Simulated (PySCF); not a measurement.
## Geometry relaxation of C3H5NSSi

The run: geometry relaxation of C3H5NSSi. Method and program: PBE0-D3(BJ)/def2-SVP geometry optimisation, gas phase (PySCF 2.14.0).

It belongs to a series of runs on one base structure; here: H on C replaced by CH=NH.

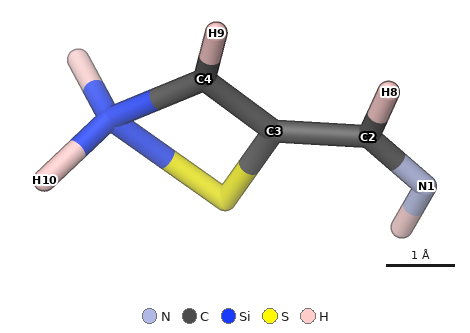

**Figure 1.** The starting structure (stick view, seen at a tilt; atoms are numbered from 1 in the order of the input).

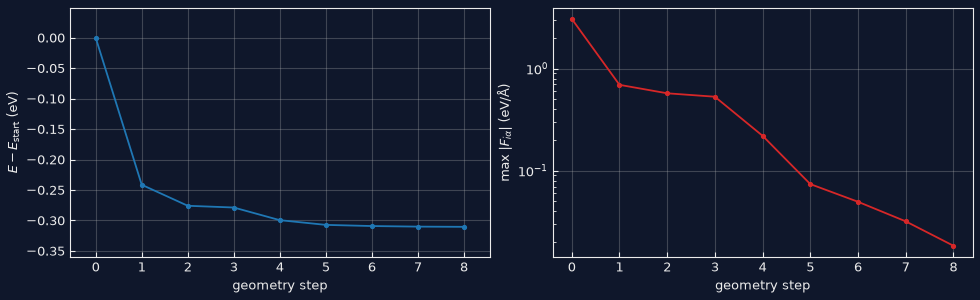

**Figure 2.** Progress of the relaxation, step by step (steps are counted from 0).

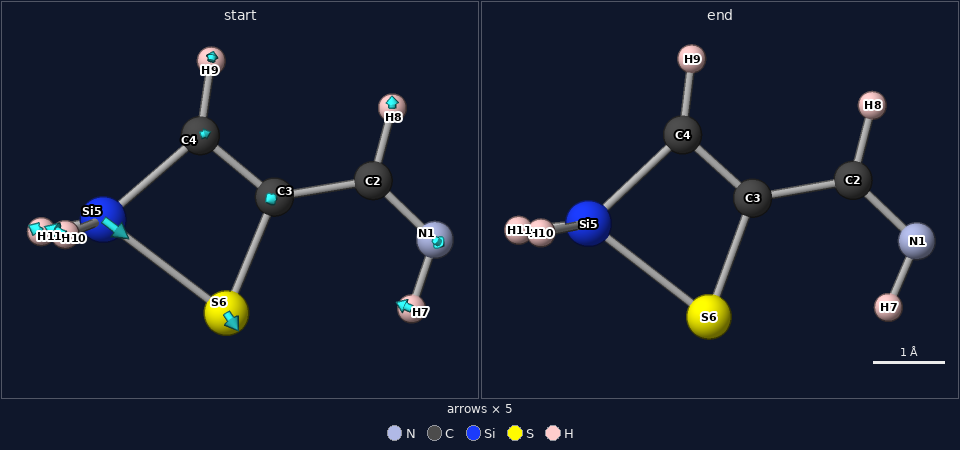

**Figure 3.** Before (left) and after (right) the relaxation, at one scale (ball-and-stick view, seen at a tilt). The teal arrows give the displacements, magnified 5 times. After 8 geometry steps the energy has fallen by 0.310 eV. Largest force component: 3.1 eV/Å at the start, 0.018 eV/Å at the end. Si5 moves most after the best rigid fit: 0.095 Å. Largest moves by element: Si 0.095 Å, H 0.071 Å, S 0.066 Å, N 0.044 Å, C 0.041 Å. Among the contacts that change: Si5–H11 1.434 → 1.490 Å, N1–C2 1.229 → 1.268 Å, Si5–S6 2.223 → 2.188 Å, C2–H8 1.072 → 1.103 Å. Among the angles that change: H10–Si5–H11 118.1° → 110.2°, S6–Si5–H10 108.3° → 113.9°, C3–C4–Si5 100.0° → 95.0°. (Atoms are counted from 1 in the order of the input.)

The input and output of the run follow.

Input:
```
{"job": {"xc": "PBE0", "basis": "def2-SVP", "d3": "d3bj", "grid": 1, "shake": 0.01, "kind": "geom"}, "charge": 0, "multiplicity": 1}
N     -2.551480     0.620220     0.916650
C     -1.765590    -0.238010     0.522910
C     -0.369190    -0.062660     0.220520
C      0.596590    -0.965370    -0.192190
Si     2.051910     0.151500    -0.302050
S      0.446130     1.524660     0.388160
H     -2.145470     1.571000     1.019350
H     -2.125100    -1.239130     0.386370
H      0.355700    -2.003090    -0.351980
H      3.054700     0.045090     0.763150
H      2.489910     0.569950    -1.601630
```

The first line tells a small driver script what to run in PySCF; the rest is the geometry in Å.

Command:
```bash
OMP_NUM_THREADS=1 python <driver script> task.json out
```

What the program printed:
```
step   0  E = -858.92330695  max force = 0.059766
step   1  E = -858.93217776  max force = 0.013491
step   2  E = -858.93344546  max force = 0.011146
step   3  E = -858.93354977  max force = 0.010316
step   4  E = -858.93431308  max force = 0.004272
step   5  E = -858.93459793  max force = 0.001437
step   6  E = -858.93466758  max force = 0.000964
step   7  E = -858.93470257  max force = 0.000620
step   8  E = -858.93471525  max force = 0.000359
optimisation converged
```

Trajectory as extended XYZ (Å, eV, eV/Å), 9 frames, from step=0 to step=8:
```
11
Properties=species:S:1:pos:R:3:forces:R:3 step=0 energy=-23372.49367
N    -2.5515    0.6202    0.9166   -2.3484   2.7171   1.1416
C    -1.7656   -0.2380    0.5229    1.6204  -1.3046  -0.6893
C    -0.3692   -0.0627    0.2205    3.0733  -0.2995  -0.7054
C     0.5966   -0.9654   -0.1922   -1.6407   0.2224   0.3448
Si    2.0519    0.1515   -0.3020   -1.5352   0.5075   1.1764
S     0.4461    1.5247    0.3882   -0.0515   0.5347   0.0698
H    -2.1455    1.5710    1.0193    0.1025  -0.5583  -0.1087
H    -2.1251   -1.2391    0.3864   -0.3849  -1.1513  -0.1544
H     0.3557   -2.0031   -0.3520    0.0292  -0.6498  -0.1588
H     3.0547    0.0451    0.7631    0.5128  -0.1408   0.0406
H     2.4899    0.5699   -1.6016    0.6224   0.1226  -0.9566
11
Properties=species:S:1:pos:R:3:forces:R:3 step=1 energy=-23372.73505
N    -2.4443    0.5805    1.3036    0.3110  -0.4541  -0.1240
C    -1.6387   -0.3067    0.8680   -0.2993   0.3956   0.2429
C    -0.2691   -0.0733    0.3850   -0.6755   0.1751  -0.4655
C     0.4587   -0.9240   -0.3672    0.6937  -0.0860   0.1130
Si    1.8589    0.2782   -0.6204    0.0344  -0.3168   0.1684
S     0.4751    1.5684    0.4641    0.0155   0.0048   0.1307
H    -1.9662    1.4907    1.3163   -0.0116   0.0928   0.0509
H    -1.9935   -1.3482    0.7580    0.0455   0.0823   0.0866
H     0.2129   -1.9713   -0.5487   -0.0589   0.0103  -0.0865
H     3.0782   -0.0184    0.1831    0.0459   0.0241  -0.0294
H     2.2634    0.7083   -1.9831   -0.1007   0.0720  -0.0871
11
Properties=species:S:1:pos:R:3:forces:R:3 step=2 energy=-23372.76955
N    -2.4600    0.5852    1.3401    0.3844   0.0402  -0.0205
C    -1.6655   -0.2775    0.8532   -0.1555  -0.4973   0.0022
C    -0.3077   -0.0917    0.3170    0.0966   0.5731  -0.1931
C     0.4901   -0.9409   -0.3790   -0.1775  -0.2571   0.2497
Si    1.8858    0.2549   -0.6111    0.0307   0.0531   0.1776
S     0.4703    1.5324    0.4551    0.0054   0.1726   0.0351
H    -2.0058    1.5095    1.3608   -0.0144   0.0338  -0.0573
H    -2.0182   -1.3209    0.7929   -0.0405  -0.0434  -0.0571
H     0.2543   -1.9876   -0.5795   -0.0224  -0.0123  -0.0731
H     3.1225    0.0169    0.1870   -0.0081  -0.0586  -0.0284
H     2.2694    0.7039   -1.9778   -0.0987  -0.0042  -0.0351
11
Properties=species:S:1:pos:R:3:forces:R:3 step=3 energy=-23372.77239
N    -2.3853    0.6078    1.3377   -0.5305   0.0326   0.2584
C    -1.6830   -0.3132    0.8303    0.4054   0.3655  -0.0536
C    -0.3406   -0.0822    0.2805    0.4940  -0.4248  -0.1384
C     0.4883   -0.9488   -0.3619   -0.2374   0.0614   0.0849
Si    1.8671    0.2614   -0.5785    0.1008   0.0639   0.0531
S     0.4389    1.5367    0.4816   -0.0442  -0.0106  -0.1120
H    -1.8841    1.5090    1.3013   -0.0499  -0.1324  -0.0221
H    -2.0535   -1.3509    0.7999   -0.0566   0.0444  -0.0624
H     0.2556   -1.9936   -0.5808   -0.0140   0.0373  -0.0106
H     3.1172    0.0349    0.2023   -0.0147  -0.0239  -0.0192
H     2.2147    0.7232   -1.9536   -0.0530  -0.0134   0.0219
11
Properties=species:S:1:pos:R:3:forces:R:3 step=4 energy=-23372.79316
N    -2.4141    0.5878    1.3460   -0.2197   0.0228   0.1148
C    -1.6714   -0.2979    0.8290    0.1861   0.1767   0.0020
C    -0.3272   -0.0661    0.2798    0.2171  -0.1966   0.0265
C     0.4873   -0.9442   -0.3594   -0.1114   0.0289   0.0231
Si    1.8763    0.2544   -0.5840    0.1008   0.0607   0.0511
S     0.4626    1.5482    0.4729   -0.0637  -0.0274  -0.1042
H    -1.9469    1.5063    1.3287    0.0006  -0.0679  -0.0272
H    -2.0228   -1.3420    0.7867   -0.0388   0.0038  -0.0732
H     0.2432   -1.9873   -0.5727   -0.0161   0.0332  -0.0089
H     3.1259    0.0186    0.1941   -0.0088  -0.0231  -0.0183
H     2.2224    0.7064   -1.9622   -0.0459  -0.0111   0.0142
11
Properties=species:S:1:pos:R:3:forces:R:3 step=5 energy=-23372.80091
N    -2.4286    0.5836    1.3492    0.0275  -0.0262   0.0050
C    -1.6673   -0.2884    0.8314   -0.0159  -0.0359  -0.0400
C    -0.3160   -0.0682    0.2950    0.0134   0.0705   0.0160
C     0.4906   -0.9438   -0.3514   -0.0043  -0.0739   0.0304
Si    1.8827    0.2530   -0.5849    0.0266   0.0312   0.0317
S     0.4632    1.5522    0.4556   -0.0026   0.0293  -0.0175
H    -1.9581    1.4991    1.3533   -0.0002   0.0296   0.0148
H    -2.0276   -1.3280    0.7497   -0.0067   0.0008  -0.0117
H     0.2422   -1.9857   -0.5610   -0.0082  -0.0066  -0.0128
H     3.1339    0.0183    0.1895   -0.0047  -0.0182  -0.0070
H     2.2202    0.6921   -1.9676   -0.0250  -0.0005  -0.0089
11
Properties=species:S:1:pos:R:3:forces:R:3 step=6 energy=-23372.80281
N    -2.4316    0.5773    1.3502    0.0356   0.0153   0.0204
C    -1.6665   -0.2825    0.8184   -0.0308  -0.0145  -0.0093
C    -0.3111   -0.0578    0.2949   -0.0496  -0.0148   0.0189
C     0.4944   -0.9456   -0.3364    0.0359   0.0294   0.0015
Si    1.8846    0.2524   -0.5824    0.0174  -0.0210   0.0164
S     0.4671    1.5637    0.4461    0.0012  -0.0172  -0.0194
H    -1.9626    1.4937    1.3818   -0.0041   0.0038  -0.0055
H    -2.0274   -1.3200    0.7140   -0.0001  -0.0001  -0.0154
H     0.2415   -1.9874   -0.5412   -0.0074   0.0041  -0.0006
H     3.1381    0.0122    0.1858    0.0091   0.0106  -0.0051
H     2.2086    0.6782   -1.9725   -0.0072   0.0044  -0.0019
11
Properties=species:S:1:pos:R:3:forces:R:3 step=7 energy=-23372.80376
N    -2.4282    0.5790    1.3554    0.0108   0.0135   0.0034
C    -1.6712   -0.2799    0.8105   -0.0112   0.0017  -0.0008
C    -0.3128   -0.0586    0.2935   -0.0319  -0.0010  -0.0023
C     0.4968   -0.9488   -0.3291    0.0312   0.0060   0.0056
Si    1.8876    0.2481   -0.5784   -0.0030   0.0032  -0.0022
S     0.4661    1.5629    0.4401   -0.0032  -0.0088  -0.0002
H    -1.9541    1.4925    1.3971    0.0056  -0.0113   0.0006
H    -2.0403   -1.3129    0.6907    0.0005   0.0017  -0.0027
H     0.2426   -1.9906   -0.5329   -0.0003   0.0007   0.0003
H     3.1472    0.0238    0.1845    0.0002  -0.0048   0.0002
H     2.2015    0.6687   -1.9726    0.0013  -0.0009  -0.0018
11
Properties=species:S:1:pos:R:3:forces:R:3 step=8 energy=-23372.80410
N    -2.4239    0.5837    1.3590    0.0001  -0.0037   0.0077
C    -1.6769   -0.2767    0.8029    0.0096  -0.0102   0.0018
C    -0.3161   -0.0605    0.2902    0.0082   0.0024  -0.0086
C     0.5007   -0.9516   -0.3225   -0.0184  -0.0061  -0.0005
Si    1.8881    0.2475   -0.5767   -0.0076  -0.0012   0.0032
S     0.4608    1.5622    0.4333    0.0027   0.0108   0.0024
H    -1.9381    1.4900    1.4123    0.0004   0.0063  -0.0042
H    -2.0550   -1.3051    0.6721   -0.0039   0.0034  -0.0035
H     0.2491   -1.9946   -0.5235    0.0023  -0.0024  -0.0007
H     3.1488    0.0276    0.1857    0.0018   0.0022  -0.0005
H     2.1975    0.6619   -1.9739    0.0049  -0.0016   0.0028
```

Summary:

| quantity | value |
| --- | --- |
| outcome | converged |
| total energy | −858.934715 hartree |
| dipole moment | 3.06 D |
| point group | Cs |
| hardware | 1 CPU thread, shared host |
| wall time | 53 s |
| peak memory | 0.5 GiB |
